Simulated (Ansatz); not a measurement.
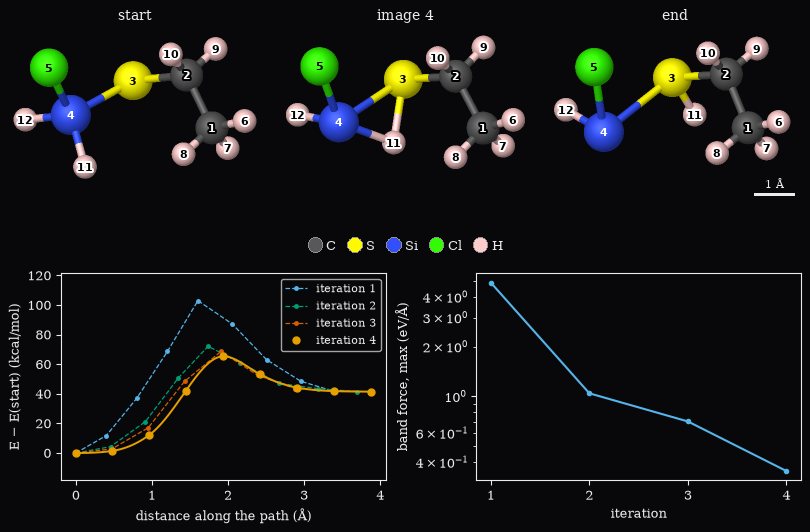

A search for the minimum-energy path of C2H7ClSSi by the nudged elastic band. Images are numbered from 0 (start) to 8 (end). The plot follows the band through its iterations. Style: ball-and-stick. Shown face on.

Theory: UKS B3LYP-D4/6-31G* in Ansatz 0.2.0. Settings: 7 movable images; climbing image; force threshold 0.5 eV/Å; iteration limit 60; starting path through a guess of the saddle point.

### Did the band converge, and can the barrier be trusted?

The run is converged, with reservations. The band converged in 4 iterations. The largest component of the band force went from 4.9 to 0.35 eV/Å. The climbing image converged on the top of the path. Its curvatures weren't checked. The force threshold is loose. The first iteration put the highest image at 103.0 kcal/mol. The energy climbs by 65.3 kcal/mol to image 4 and then falls by 23.8 kcal/mol, so the end point sits at +41.5 kcal/mol.
